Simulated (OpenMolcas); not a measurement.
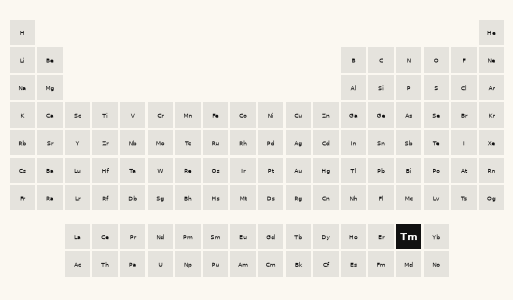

**Figure 1.** The place of thulium in the periodic table.

Multiconfigurational calculation for Tm⁴⁺

- system: Tm⁴⁺.
- method: state-averaged CASSCF, active space 11 electrons in the shell 4f, basis ANO-R0, X2C scalar Hamiltonian, spin-orbit coupling by RASSI with atomic mean-field integrals (OpenMolcas)

### Input file
```
&GATEWAY
Coord
1

Tm 0.0 0.0 0.0
Basis=ANO-R0
Group=XYZ
NoMove
AngMom=0.0 0.0 0.0
AMFI
&SEWARD
&RASSCF
FileOrb=start.orb
Symmetry=2
Spin=4
nActEl=11 0 0
Inactive=12 15
Ras2=0 7
CIRoot=35 35 1
SDav=35
CIMx=300
Iter=73 100
PrWF=0.3
OrbListing=Nothing
MaxOrb=0
Atom
>>> COPY $Project.JobIph JOB001
```

The file start.orb holds starting orbitals from an earlier step.

Launched with:
```bash
OMP_NUM_THREADS=1 MOLCAS_MEM=2252 MOLCAS_PROJECT=a pymolcas a.inp > a.log  # once for each step of the input, in one work folder
```

### The program's output (extracts)
```
--- SEWARD ---
Basis set label: TM.ANO-R...6S4P2D1F.

      Electronic valence basis set:
      ------------------
      Associated Effective Charge  69.000000 au
      Associated Actual Charge     69.000000 au
      Nuclear Model: Finite nucleus - Gaussian distribution
        Gaussian exponent, Xi/bohr**(-2):  1.55817E+08

      Shell  nPrim  nBasis  Cartesian Spherical Contaminant
         s      25       6        X
         p      19       4        X
         d      12       2                 X
         f      10       1                 X
                  Relativistic X2C integrals
                  Atomic mean-field integrals
--- RASSCF ---

         Deleted:   0   0
 Basis functions:  16  19
  Have you used a too small basis set?
 ********************************************
--- Stop Module: rasscf at  /rc=_RC_INPUT_ERROR_ ---
.####################.
.# User input error #.
.####################.
```

### Outcome

```
quantity                      value
 outcome     refused by the program
hardware  1 CPU thread, shared host
```

### What went wrong

The input is odd on purpose: swapped irreps. The program refused the input; the driver noted: RASSCF spin 4: _RC_INPUT_ERROR_.
